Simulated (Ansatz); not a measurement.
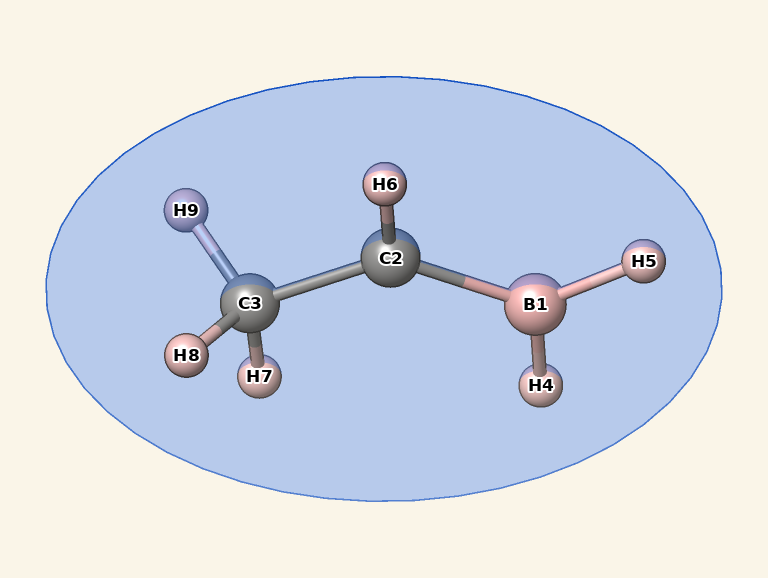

A disc through the centre of mass is drawn in. Atoms fade into the background with distance from the viewer. State: neutral, doublet. The computed structure is the end point of a PBE0-D4/def2-TZVP optimisation. No frequency run is at hand to confirm it as a minimum.

Is the plane of the disc a mirror plane of the structure?

Answer. Yes. The reflection leaves B1, C2, C3, H4, H5, H6, H7 in place and moves H8 ↔ H9. The point group is Cs.
